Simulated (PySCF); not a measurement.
# GeHBr: single-point calculation

System: GeHBr.
Method: M06-2X/STO-6G, RKS (PySCF 2.14.0).

A bond length was changed on purpose from its optimised value.

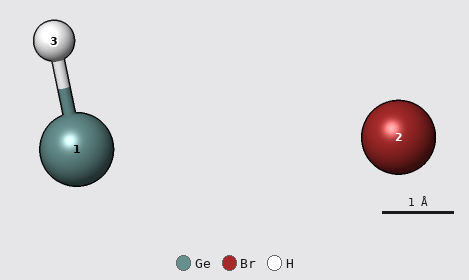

Fig. 1: The input geometry (ball-and-stick view, seen at a tilt; atoms are numbered from 1 in the order of the input). Sticks mark near contacts. Bond lengths as drawn: Ge–H 1.60 Å.

### Results in brief

```tsv
quantity	value
outcome	converged
total energy	−4620.845878 hartree
basis functions	37
HOMO	2.26 eV
LUMO	−92.22 eV
dipole moment	25.36 D
hardware	1 thread of Arm Neoverse V2, 24 GiB of memory available, shared host
wall time	89 s
peak memory	0.31 GiB
```

### Input (run.py)
```python
from pyscf import gto, dft

mol = gto.M(
    atom='''
Ge      -0.017643      -3.592444      -0.424285
Br       0.673600       1.417200       0.525900
H       -1.421043      -3.354744      -1.151485
''',
    spin=0,
    verbose=3,
    max_memory=1860,
    basis='sto-6g',
)

mf = dft.RKS(mol, xc='m06-2x')
mf.conv_tol = 1e-10
mf.grids.level = 5
mf.kernel()
if not mf.converged:
    mf = mf.newton().run(mf.mo_coeff, mf.mo_occ)

e_final = mf.e_tot
print('E(%s) = %.9f' % ('M06-2X', e_final))
```

Command:
```bash
OMP_NUM_THREADS=1 python run.py
```

### Output
```
SCF not converged.
SCF energy = -4619.70771407719

WARN: HOMO 0.08321367895244361 > LUMO -3.388891339522124 was found in the canonicalized orbitals.

converged SCF energy = -4620.84587792494
E(M06-2X) = -4620.845877925
```
